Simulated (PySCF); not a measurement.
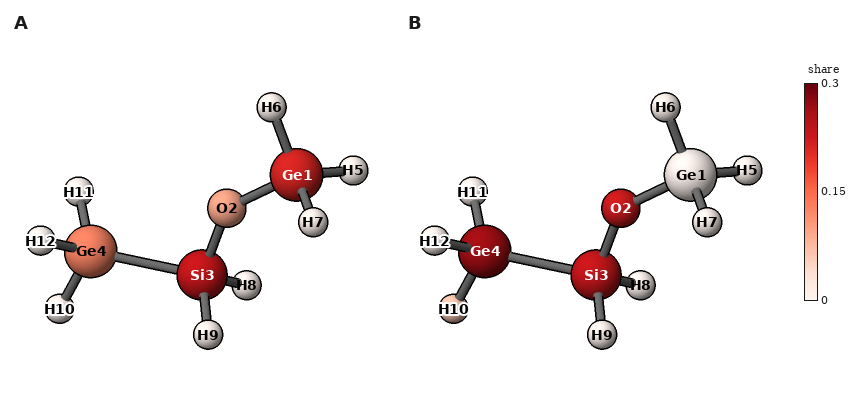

Each panel colours the atoms by their Löwdin share in one orbital (up to four of the largest shares; other atoms are shown as zero). The geometry was computed by an optimisation with GFN2-xTB. No frequency run is at hand to confirm it as a minimum. Method: PBE0/def2-SVPD (PySCF 2.14.0).

### The panels show the HOMO, LUMO, in some order. Which is which?

A: LUMO, −0.54 eV; Si3 0.23, Ge1 0.21, Ge4 0.12, O2 0.09
B: HOMO, −8.00 eV; Ge4 0.26, Si3 0.23, O2 0.22, H10 0.06

The geometry is semi-empirical. Around Ge, Si such bond lengths and angles can be off by a tenth of an ångström or more and by several degrees, and values that hang on the shape move with them.
